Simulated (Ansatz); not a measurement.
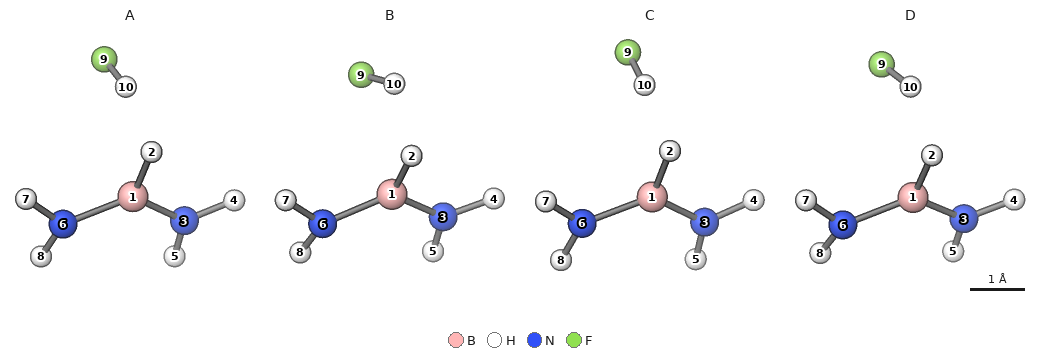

4 geometries from one relaxation of BN2H6F, in shuffled order. Style: ball-and-stick. Shown at a tilt.

The run prepares an end point of a later path (reaction) calculation, from a guessed geometry.

The calculation used RKS PBE/6-31G* (Ansatz). (no spin polarisation; force threshold 0.03 eV/Å; at most 50 steps)

> Order the frames from highest to lowest energy.

B, D, A, C. They are steps 0, 1, 4, 7, at +2.79 kcal/mol, +1.19 kcal/mol, +0.44 kcal/mol relative to the last. Over 6 accepted moves (7 points after the start) the energy falls by 2.79 kcal/mol. Largest force component: 0.9 eV/Å at the start, 0.021 eV/Å at the end. The line search rejected the trial step at point 2 of the run. The largest move after the best rigid fit is that of F9, 0.45 Å. Largest moves by element: F 0.45 Å, H 0.20 Å, N 0.11 Å, B 0.07 Å. Near-neighbour distances that change, for instance: B1–H2 1.203 → 1.220 Å, F9–H10 0.936 → 0.952 Å. Cost: 21 s on 1 thread of Arm Neoverse V1, with other jobs on the host, peak memory 0.12 GiB.
